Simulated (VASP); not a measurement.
Band structure of Al$_{3}$Sc (L1_2). These are PBE GGA with D3 dispersion (zero damping), VASP's PBE PAW potentials (set 64) (plane waves; VASP) values and carry that method's errors.

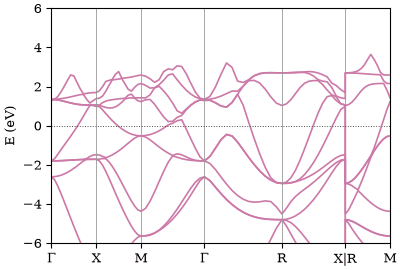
Bands along high-symmetry lines, zero at the valence-band maximum or, without a gap, the Fermi level

Task: Read the plot: is there a gap, and where are the band edges?

Result: It has no gap at this level: it comes out as a metal or semimetal. (Edges off the drawn lines would not show.)

The compound is Al3Sc in the L1_2 structure. It was relaxed first.
